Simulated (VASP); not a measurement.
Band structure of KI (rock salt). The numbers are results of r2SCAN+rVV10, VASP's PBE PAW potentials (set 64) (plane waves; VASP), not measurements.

Unless said otherwise, spin-orbit coupling is left out, though it shifts the bands of the heavy elements here.

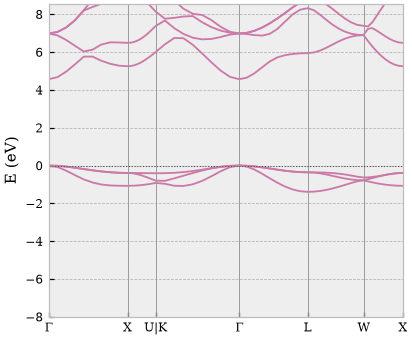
Bands along high-symmetry lines, zero at the valence-band maximum or, without a gap, the Fermi level

**Question.** Read the plot: is there a gap, and where are the band edges?

**Answer.** The gap is direct, 4.57 eV, from the valence maximum at Γ to the conduction minimum at Γ.

Measured: gap 6.10 eV (computed value off by -1.53 eV), as given by Aguado et al., (1998), arXiv:cond-mat/9809176.

The compound is KI in the rock salt structure. It was relaxed first.
